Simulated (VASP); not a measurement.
Band structure of Cs (relaxed from the fcc structure, space group Fm-3m). Method: PBEsol GGA, VASP's PBE PAW potentials (set 64) (plane waves; VASP 6.6.1).

Unless said otherwise, spin-orbit coupling is left out, though it shifts the bands of the heavy elements here.

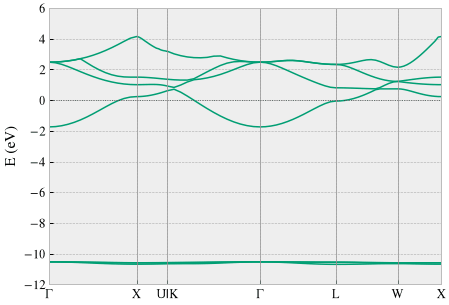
Figure. Bands along high-symmetry lines, zero at the valence-band maximum or, without a gap, the Fermi level

Question: Read the plot: is there a gap, and where are the band edges?

Answer: It has no gap at this level: it comes out as a metal or semimetal. (Edges off the drawn lines would not show.)

The structure was generated: Cs was put into the fcc type (Fm-3m), which need not be its known phase. It was relaxed first.
